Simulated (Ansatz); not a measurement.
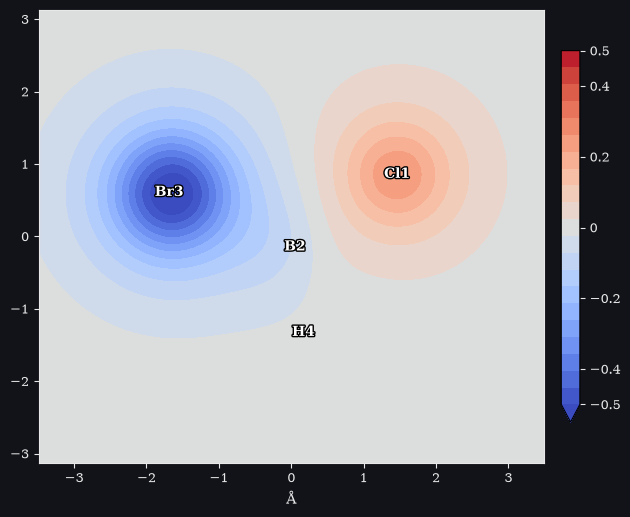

Figure 1: BBrClH. The HOMO−1 on a plane 0.8 Å above the molecular plane (values in Å⁻³ᐟ²; the overall sign is arbitrary).

Geometry: PBE0-D4/def2-TZVP.

The calculation used isolated molecule in a Gaussian basis; Hartree-Fock in Ansatz.

**Where does this orbital lie, and at what energy?**

By Hirshfeld shares it lies mainly on Br3 (about 80 %) and Cl1 (about 15 %); it changes sign across the molecular plane (π type). Its energy is −11.92 eV.
